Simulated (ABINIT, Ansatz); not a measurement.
# CsNbS3 (Pm-3m): zone-centre phonons, part 3 of 5

Wanted: the vibrations of CsNbS3 (Pm-3m) at Γ, by two programs.

ABINIT 10.8.3; DFT PBEsol, scalar-relativistic, plane waves, PseudoDojo norm-conserving pseudopotentials.

So far. Step 4 (Zone-centre response): The acoustic modes at Γ come out as far as 2.7 cm⁻¹ from zero, where they should vanish, a small numerical error. The relaxed cell has a = 4.870 Å (conventional setting).

The structure was built from a prototype and need not be the compound's stable phase.

### Step 5. Modes with the sum rule

anaddb reads the merged derivatives and imposes the acoustic sum rule.

The input, anaddb.abi:

```
ddb_filepath "gamma_DDB"
output_file "anaddb.abo"
outdata_prefix "anaddb"
asr 1
chneut 1
enunit 2
eivec 1
nph1l 1
qph1l 0.0 0.0 0.0 1.0
```

The input, mrgddb.in:

```
gamma_DDB
merged
2
dfpt_gammao_DDB
gso_DDB
```

Run with:

```sh
> mrgddb < mrgddb.in > mrgddb.log
> OMP_NUM_THREADS=1 anaddb anaddb.abi > anaddb.log
```

anaddb.abo, the main output file:

```text
-outvars_anaddb: echo values of input variables ----------------------

 Miscellaneous information :
      enunit         2
       eivec         1
         asr         1
 First list of wavevector (reduced coord.) :
       nph1l         1
       qph1l
                     0.00000000E+00  0.00000000E+00  0.00000000E+00    1.000E+00

================================================================================

 read the DDB information and perform some checks

  ==== Info on the Cryst% object ====
 Real(R)+Recip(G) space primitive vectors, cartesian coordinates (Bohr,Bohr^-1):
 R(1)=  9.2029719  0.0000000  0.0000000  G(1)=  0.1086606  0.0000000  0.0000000
 R(2)=  0.0000000  9.2029719  0.0000000  G(2)=  0.0000000  0.1086606  0.0000000
 R(3)=  0.0000000  0.0000000  9.2029719  G(3)=  0.0000000  0.0000000  0.1086606
 Unit cell volume ucvol=  7.7944287E+02 bohr^3
 Angles (23,13,12)=  9.00000000E+01  9.00000000E+01  9.00000000E+01 degrees
 Time-reversal symmetry is present
 Reduced atomic positions [iatom, xred, symbol]:
    1)    0.0000000  0.0000000  0.0000000  Cs
    2)    0.5000000  0.5000000  0.5000000  Nb
    3)    0.5000000  0.5000000  0.0000000   S
    4)    0.5000000  0.0000000  0.5000000   S
    5)    0.0000000  0.5000000  0.5000000   S

 DDB file with 3 blocks has been read.

================================================================================

 Treat the first list of vectors

  Phonon wavevector (reduced coordinates) :  0.00000  0.00000  0.00000
 Phonon energies in Hartree :
   0.000000E+00  0.000000E+00  0.000000E+00  3.874234E-04  3.874234E-04
   3.874234E-04  6.023019E-04  6.023019E-04  6.023019E-04  7.668910E-04
   7.668910E-04  7.668910E-04  1.339876E-03  1.339876E-03  1.339876E-03
 Phonon energies in meV     :
-  0.000000E+00  0.000000E+00  0.000000E+00  1.054233E+01  1.054233E+01
-  1.054233E+01  1.638947E+01  1.638947E+01  1.638947E+01  2.086817E+01
-  2.086817E+01  2.086817E+01  3.645987E+01  3.645987E+01  3.645987E+01
 Phonon frequencies in cm-1    :
-  0.000000E+00  0.000000E+00  0.000000E+00  8.502961E+01  8.502961E+01
-  8.502961E+01  1.321900E+02  1.321900E+02  1.321900E+02  1.683131E+02
-  1.683131E+02  1.683131E+02  2.940687E+02  2.940687E+02  2.940687E+02
 Phonon frequencies in Thz     :
-  0.000000E+00  0.000000E+00  0.000000E+00  2.549124E+00  2.549124E+00
-  2.549124E+00  3.962956E+00  3.962956E+00  3.962956E+00  5.045901E+00
-  5.045901E+00  5.045901E+00  8.815958E+00  8.815958E+00  8.815958E+00
 Phonon energies in Kelvin  :
-  0.000000E+00  0.000000E+00  0.000000E+00  1.223386E+02  1.223386E+02
-  1.223386E+02  1.901919E+02  1.901919E+02  1.901919E+02  2.421650E+02
-  2.421650E+02  2.421650E+02  4.230992E+02  4.230992E+02  4.230992E+02

 Eigendisplacements
 (will be given, for each mode : in cartesian coordinates
   for each atom the real part of the displacement vector,
   then the imaginary part of the displacement vector - absolute values smaller than 1.0d-7 are set to zero)
  Mode number    1   Energy    0.000000E+00
 Attention : low frequency mode.
   (Could be unstable or acoustic mode)
-  1  0.00000000E+00  0.00000000E+00 -1.30522841E-03
-     0.00000000E+00  0.00000000E+00  0.00000000E+00
-  2  0.00000000E+00  0.00000000E+00 -1.30520793E-03
-     0.00000000E+00  0.00000000E+00  0.00000000E+00
-  3  0.00000000E+00  0.00000000E+00 -1.30523164E-03
-     0.00000000E+00  0.00000000E+00  0.00000000E+00
-  4  0.00000000E+00  0.00000000E+00 -1.30523955E-03
-     0.00000000E+00  0.00000000E+00  0.00000000E+00
-  5  0.00000000E+00  0.00000000E+00 -1.30523955E-03
-     0.00000000E+00  0.00000000E+00  0.00000000E+00
  Mode number    2   Energy    0.000000E+00
 Attention : low frequency mode.
   (Could be unstable or acoustic mode)
-  1  0.00000000E+00  1.30522841E-03  0.00000000E+00
-     0.00000000E+00  0.00000000E+00  0.00000000E+00
-  2  0.00000000E+00  1.30520793E-03  0.00000000E+00
-     0.00000000E+00  0.00000000E+00  0.00000000E+00
-  3  0.00000000E+00  1.30523955E-03  0.00000000E+00
-     0.00000000E+00  0.00000000E+00  0.00000000E+00
-  4  0.00000000E+00  1.30523164E-03  0.00000000E+00
-     0.00000000E+00  0.00000000E+00  0.00000000E+00
-  5  0.00000000E+00  1.30523955E-03  0.00000000E+00
-     0.00000000E+00  0.00000000E+00  0.00000000E+00
  Mode number    3   Energy    0.000000E+00
 Attention : low frequency mode.
   (Could be unstable or acoustic mode)
-  1  1.30522841E-03  0.00000000E+00  0.00000000E+00
-     0.00000000E+00  0.00000000E+00  0.00000000E+00
-  2  1.30520793E-03  0.00000000E+00  0.00000000E+00
-     0.00000000E+00  0.00000000E+00  0.00000000E+00
-  3  1.30523955E-03  0.00000000E+00  0.00000000E+00
-     0.00000000E+00  0.00000000E+00  0.00000000E+00
-  4  1.30523955E-03  0.00000000E+00  0.00000000E+00
-     0.00000000E+00  0.00000000E+00  0.00000000E+00
-  5  1.30523164E-03  0.00000000E+00  0.00000000E+00
-     0.00000000E+00  0.00000000E+00  0.00000000E+00
  Mode number    4   Energy    3.874234E-04
-  1  0.00000000E+00  0.00000000E+00 -1.30497917E-03
-     0.00000000E+00  0.00000000E+00  0.00000000E+00
-  2  0.00000000E+00  0.00000000E+00  1.84810887E-03
-     0.00000000E+00  0.00000000E+00  0.00000000E+00
-  3  0.00000000E+00  0.00000000E+00  3.37008965E-04
-     0.00000000E+00  0.00000000E+00  0.00000000E+00
-  4  0.00000000E+00  0.00000000E+00 -1.41365807E-04
-     0.00000000E+00  0.00000000E+00  0.00000000E+00
-  5  0.00000000E+00  0.00000000E+00 -1.41365807E-04
-     0.00000000E+00  0.00000000E+00  0.00000000E+00
  Mode number    5   Energy    3.874234E-04
-  1  0.00000000E+00  1.30497917E-03  0.00000000E+00
-     0.00000000E+00  0.00000000E+00  0.00000000E+00
-  2  0.00000000E+00 -1.84810887E-03  0.00000000E+00
-     0.00000000E+00  0.00000000E+00  0.00000000E+00
-  3  0.00000000E+00  1.41365807E-04  0.00000000E+00
-     0.00000000E+00  0.00000000E+00  0.00000000E+00
-  4  0.00000000E+00 -3.37008965E-04  0.00000000E+00
-     0.00000000E+00  0.00000000E+00  0.00000000E+00
-  5  0.00000000E+00  1.41365807E-04  0.00000000E+00
-     0.00000000E+00  0.00000000E+00  0.00000000E+00
  Mode number    6   Energy    3.874234E-04
-  1  1.30497917E-03  0.00000000E+00  0.00000000E+00
-     0.00000000E+00  0.00000000E+00  0.00000000E+00
-  2 -1.84810887E-03  0.00000000E+00  0.00000000E+00
-     0.00000000E+00  0.00000000E+00  0.00000000E+00
-  3  1.41365807E-04  0.00000000E+00  0.00000000E+00
-     0.00000000E+00  0.00000000E+00  0.00000000E+00
-  4  1.41365807E-04  0.00000000E+00  0.00000000E+00
-     0.00000000E+00  0.00000000E+00  0.00000000E+00
-  5 -3.37008965E-04  0.00000000E+00  0.00000000E+00
-     0.00000000E+00  0.00000000E+00  0.00000000E+00
  Mode number    7   Energy    6.023019E-04
-  1  0.00000000E+00  0.00000000E+00  8.47841262E-04
-     0.00000000E+00  0.00000000E+00  0.00000000E+00
-  2  0.00000000E+00  0.00000000E+00  8.49185323E-04
-     0.00000000E+00  0.00000000E+00  0.00000000E+00
-  3  0.00000000E+00  0.00000000E+00 -1.68450740E-03
-     0.00000000E+00  0.00000000E+00  0.00000000E+00
-  4  0.00000000E+00  0.00000000E+00 -2.14494297E-03
-     0.00000000E+00  0.00000000E+00  0.00000000E+00
-  5  0.00000000E+00  0.00000000E+00 -2.14494297E-03
-     0.00000000E+00  0.00000000E+00  0.00000000E+00
  Mode number    8   Energy    6.023019E-04
-  1  0.00000000E+00 -8.47841262E-04  0.00000000E+00
-     0.00000000E+00  0.00000000E+00  0.00000000E+00
-  2  0.00000000E+00 -8.49185323E-04  0.00000000E+00
-     0.00000000E+00  0.00000000E+00  0.00000000E+00
-  3  0.00000000E+00  2.14494297E-03  0.00000000E+00
-     0.00000000E+00  0.00000000E+00  0.00000000E+00
-  4  0.00000000E+00  1.68450740E-03  0.00000000E+00
-     0.00000000E+00  0.00000000E+00  0.00000000E+00
-  5  0.00000000E+00  2.14494297E-03  0.00000000E+00
-     0.00000000E+00  0.00000000E+00  0.00000000E+00
  Mode number    9   Energy    6.023019E-04
-  1  8.47841262E-04  0.00000000E+00  0.00000000E+00
-     0.00000000E+00  0.00000000E+00  0.00000000E+00
-  2  8.49185323E-04  0.00000000E+00  0.00000000E+00
-     0.00000000E+00  0.00000000E+00  0.00000000E+00
-  3 -2.14494297E-03  0.00000000E+00  0.00000000E+00
-     0.00000000E+00  0.00000000E+00  0.00000000E+00
-  4 -2.14494297E-03  0.00000000E+00  0.00000000E+00
-     0.00000000E+00  0.00000000E+00  0.00000000E+00
-  5 -1.68450740E-03  0.00000000E+00  0.00000000E+00
-     0.00000000E+00  0.00000000E+00  0.00000000E+00
  Mode number   10   Energy    7.668910E-04
-  1  0.00000000E+00  0.00000000E+00  0.00000000E+00
-     0.00000000E+00  0.00000000E+00  0.00000000E+00
-  2  0.00000000E+00  0.00000000E+00  0.00000000E+00
-     0.00000000E+00  0.00000000E+00  0.00000000E+00
-  3  0.00000000E+00  0.00000000E+00  0.00000000E+00
-     0.00000000E+00  0.00000000E+00  0.00000000E+00
-  4  0.00000000E+00  0.00000000E+00 -2.92470830E-03
-     0.00000000E+00  0.00000000E+00  0.00000000E+00
-  5  0.00000000E+00  0.00000000E+00  2.92470830E-03
-     0.00000000E+00  0.00000000E+00  0.00000000E+00
  Mode number   11   Energy    7.668910E-04
-  1  0.00000000E+00  0.00000000E+00  0.00000000E+00
-     0.00000000E+00  0.00000000E+00  0.00000000E+00
-  2  0.00000000E+00  0.00000000E+00  0.00000000E+00
-     0.00000000E+00  0.00000000E+00  0.00000000E+00
-  3  0.00000000E+00 -2.92470830E-03  0.00000000E+00
-     0.00000000E+00  0.00000000E+00  0.00000000E+00
-  4  0.00000000E+00  0.00000000E+00  0.00000000E+00
-     0.00000000E+00  0.00000000E+00  0.00000000E+00
-  5  0.00000000E+00  2.92470830E-03  0.00000000E+00
-     0.00000000E+00  0.00000000E+00  0.00000000E+00
  Mode number   12   Energy    7.668910E-04
-  1  0.00000000E+00  0.00000000E+00  0.00000000E+00
-     0.00000000E+00  0.00000000E+00  0.00000000E+00
-  2  0.00000000E+00  0.00000000E+00  0.00000000E+00
-     0.00000000E+00  0.00000000E+00  0.00000000E+00
-  3  2.92470830E-03  0.00000000E+00  0.00000000E+00
-     0.00000000E+00  0.00000000E+00  0.00000000E+00
-  4 -2.92470830E-03  0.00000000E+00  0.00000000E+00
-     0.00000000E+00  0.00000000E+00  0.00000000E+00
-  5  0.00000000E+00  0.00000000E+00  0.00000000E+00
-     0.00000000E+00  0.00000000E+00  0.00000000E+00
  Mode number   13   Energy    1.339876E-03
-  1  0.00000000E+00  0.00000000E+00  4.65753047E-05
-     0.00000000E+00  0.00000000E+00  0.00000000E+00
-  2  0.00000000E+00  0.00000000E+00 -2.53895386E-04
-     0.00000000E+00  0.00000000E+00  0.00000000E+00
-  3  0.00000000E+00  0.00000000E+00  3.52889039E-03
-     0.00000000E+00  0.00000000E+00  0.00000000E+00
-  4  0.00000000E+00  0.00000000E+00 -1.49315227E-03
-     0.00000000E+00  0.00000000E+00  0.00000000E+00
-  5  0.00000000E+00  0.00000000E+00 -1.49315227E-03
-     0.00000000E+00  0.00000000E+00  0.00000000E+00
  Mode number   14   Energy    1.339876E-03
-  1  0.00000000E+00  4.65753047E-05  0.00000000E+00
-     0.00000000E+00  0.00000000E+00  0.00000000E+00
-  2  0.00000000E+00 -2.53895386E-04  0.00000000E+00
-     0.00000000E+00  0.00000000E+00  0.00000000E+00
-  3  0.00000000E+00 -1.49315227E-03  0.00000000E+00
-     0.00000000E+00  0.00000000E+00  0.00000000E+00
-  4  0.00000000E+00  3.52889039E-03  0.00000000E+00
-     0.00000000E+00  0.00000000E+00  0.00000000E+00
-  5  0.00000000E+00 -1.49315227E-03  0.00000000E+00
-     0.00000000E+00  0.00000000E+00  0.00000000E+00
  Mode number   15   Energy    1.339876E-03
-  1  4.65753047E-05  0.00000000E+00  0.00000000E+00
-     0.00000000E+00  0.00000000E+00  0.00000000E+00
-  2 -2.53895386E-04  0.00000000E+00  0.00000000E+00
-     0.00000000E+00  0.00000000E+00  0.00000000E+00
-  3 -1.49315227E-03  0.00000000E+00  0.00000000E+00
-     0.00000000E+00  0.00000000E+00  0.00000000E+00
-  4 -1.49315227E-03  0.00000000E+00  0.00000000E+00
-     0.00000000E+00  0.00000000E+00  0.00000000E+00
-  5  3.52889039E-03  0.00000000E+00  0.00000000E+00
-     0.00000000E+00  0.00000000E+00  0.00000000E+00

 Analysis of degeneracies and characters (maximum tolerance=1.00E-06 a.u.)
 For each vibration mode, or group of modes if degenerate,
 the characters are given for each symmetry operation (see the list in the log file).
 Symmetry characters of vibration mode #   1
       degenerate with vibration modes #   2 to    3
  3.0 -3.0 -1.0  1.0 -1.0  1.0 -1.0  1.0  1.0 -1.0 -1.0  1.0  1.0 -1.0 -1.0  1.0
  0.0 -0.0  0.0 -0.0 -0.0  0.0 -0.0  0.0  1.0 -1.0 -1.0  1.0 -1.0  1.0  1.0 -1.0
  0.0 -0.0 -0.0  0.0 -0.0  0.0  0.0 -0.0  1.0 -1.0  1.0 -1.0 -1.0  1.0 -1.0  1.0
 Symmetry characters of vibration mode #   4
       degenerate with vibration modes #   5 to    6
  3.0 -3.0 -1.0  1.0 -1.0  1.0 -1.0  1.0  1.0 -1.0 -1.0  1.0  1.0 -1.0 -1.0  1.0
  0.0 -0.0  0.0 -0.0 -0.0  0.0 -0.0  0.0  1.0 -1.0 -1.0  1.0 -1.0  1.0  1.0 -1.0
  0.0 -0.0 -0.0  0.0 -0.0  0.0  0.0 -0.0  1.0 -1.0  1.0 -1.0 -1.0  1.0 -1.0  1.0
 Symmetry characters of vibration mode #   7
       degenerate with vibration modes #   8 to    9
  3.0 -3.0 -1.0  1.0 -1.0  1.0 -1.0  1.0  1.0 -1.0 -1.0  1.0  1.0 -1.0 -1.0  1.0
  0.0 -0.0  0.0 -0.0  0.0 -0.0 -0.0  0.0  1.0 -1.0 -1.0  1.0 -1.0  1.0  1.0 -1.0
  0.0 -0.0  0.0 -0.0 -0.0  0.0  0.0 -0.0  1.0 -1.0  1.0 -1.0 -1.0  1.0 -1.0  1.0
 Symmetry characters of vibration mode #  10
       degenerate with vibration modes #  11 to   12
  3.0 -3.0 -1.0  1.0 -1.0  1.0 -1.0  1.0 -1.0  1.0  1.0 -1.0 -1.0  1.0  1.0 -1.0
  0.0 -0.0  0.0 -0.0 -0.0  0.0  0.0 -0.0 -1.0  1.0  1.0 -1.0  1.0 -1.0 -1.0  1.0
  0.0 -0.0 -0.0  0.0  0.0 -0.0  0.0 -0.0 -1.0  1.0 -1.0  1.0  1.0 -1.0  1.0 -1.0
 Symmetry characters of vibration mode #  13
       degenerate with vibration modes #  14 to   15
  3.0 -3.0 -1.0  1.0 -1.0  1.0 -1.0  1.0  1.0 -1.0 -1.0  1.0  1.0 -1.0 -1.0  1.0
 -0.0  0.0  0.0 -0.0 -0.0  0.0  0.0 -0.0  1.0 -1.0 -1.0  1.0 -1.0  1.0  1.0 -1.0
 -0.0  0.0 -0.0  0.0  0.0 -0.0  0.0 -0.0  1.0 -1.0  1.0 -1.0 -1.0  1.0 -1.0  1.0
-
```

Elapsed: 0.7 s, on 1 thread of Intel Xeon at 2.70GHz, shared host.

This step gave:

```
lowest optical zone-centre mode : 85.03 cm⁻¹
```

No LO-TO term; unit eigenvectors of the mass-weighted matrix, from anaddb's displacements. The modes at Γ (shares of kinetic energy by element, %):

| mode | frequency (cm⁻¹) | symmetry | Cs % | Nb % | S % |
| --- | --- | --- | --- | --- | --- |
| 1 | 0.0 | acoustic | 41 | 29 | 30 |
| 2 | 0.0 | acoustic | 41 | 29 | 30 |
| 3 | 0.0 | acoustic | 41 | 29 | 30 |
| 4 | 85.0 | T1u | 41 | 58 | 1 |
| 5 | 85.0 | T1u | 41 | 58 | 1 |
| 6 | 85.0 | T1u | 41 | 58 | 1 |
| 7 | 132.2 | T1u | 17 | 12 | 70 |
| 8 | 132.2 | T1u | 17 | 12 | 70 |
| 9 | 132.2 | T1u | 17 | 12 | 70 |
| 10 | 168.3 | T2u | 0 | 0 | 100 |
| 11 | 168.3 | T2u | 0 | 0 | 100 |
| 12 | 168.3 | T2u | 0 | 0 | 100 |
| 13 | 294.1 | T1u | 0 | 1 | 99 |
| 14 | 294.1 | T1u | 0 | 1 | 99 |
| 15 | 294.1 | T1u | 0 | 1 | 99 |

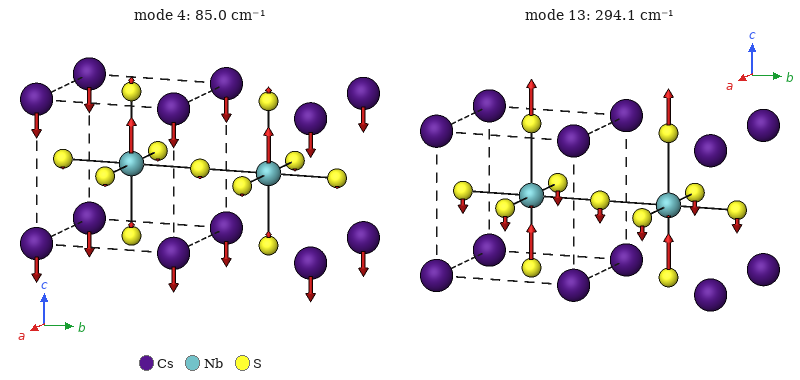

Displacement patterns of modes 4 and 13 at Γ; arrows are exaggerated. 1×2×1 cells are drawn. Some periodic images of atoms are drawn too.

The rule moves no optical mode by more than 0.2 cm⁻¹.

[end of part 3 of 5]

[Host names and launcher messages were left out of these logs when they were recorded.]

[Logs are printed without paths, hosts, clocks, repeated set-up lines and the standing remarks that a program may print on its own settings, such as how far it seeks lower states.]

[Hosts, paths, dates, database ids (printed as entryN), source tags and the programs' standing remarks are cut or masked in the printed files.]
